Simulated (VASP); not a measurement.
Band structure of Ni3Fe (L1_2). Method: PBE GGA with D3 dispersion (zero damping), VASP's PBE PAW potentials (set 64) (plane waves; VASP).

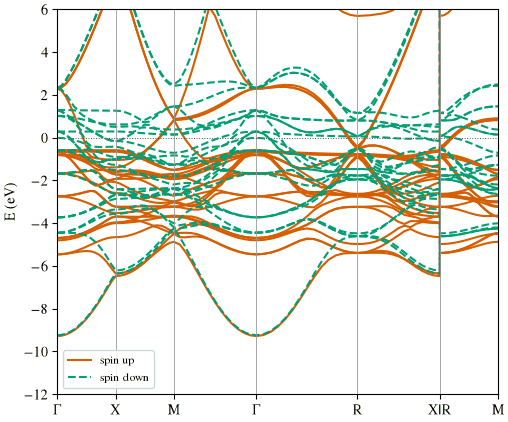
Figure. Bands along high-symmetry lines, zero at the valence-band maximum or, without a gap, the Fermi level

Read the plot: is there a gap, and where are the band edges?

It has no gap at this level: it comes out as a metal or semimetal. (Edges off the drawn lines would not show.)

The compound is Ni3Fe in the L1_2 structure. It was relaxed first.
